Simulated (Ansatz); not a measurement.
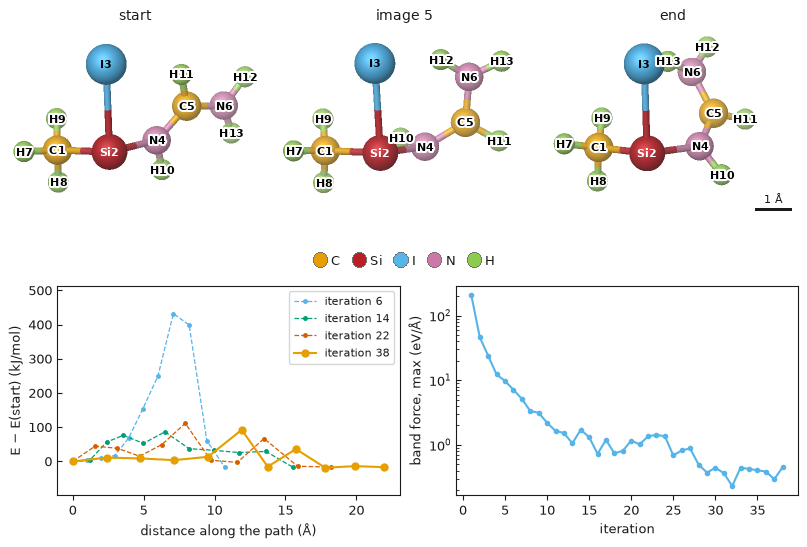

A search for the minimum-energy path of C2H7IN2Si by the nudged elastic band. Images are numbered from 0 (start) to 10 (end). The plot follows the band through its iterations. The picture is a ball-and-stick view, seen from a free direction.

These are results of RKS PBE-D4/def2-SVP (Ansatz 0.2.0), not measurements. Settings: 9 movable images; climbing image; force threshold 0.05 eV/Å; iteration limit 38; starting path through a guess of the saddle point.

Question: How did the profile develop, and is the result final?

Answer: The result isn't final. The band hadn't converged when the run stopped after 38 iterations. The largest component of the band force went from 200 to 0.45 eV/Å. The barrier read from it is provisional: over the last two iterations the highest image moved from 95.8 kJ/mol to 92.4 kJ/mol. The first iteration put the highest image at 5963.2 kJ/mol. Forward barrier 92.4 kJ/mol, backward barrier 109.1 kJ/mol, with image 5 at the top; the reaction energy is −16.7 kJ/mol. Image 8 lies below both ends, at −18.5 kJ/mol, which may mean an intermediate minimum or an end that is no minimum. The profile has 4 maxima (images 1, 5, 7, 9) with a dip at image 3, 6, 8 (+3.7 kJ/mol, −15.5 kJ/mol, −18.5 kJ/mol), which on an unconverged band is provisional.
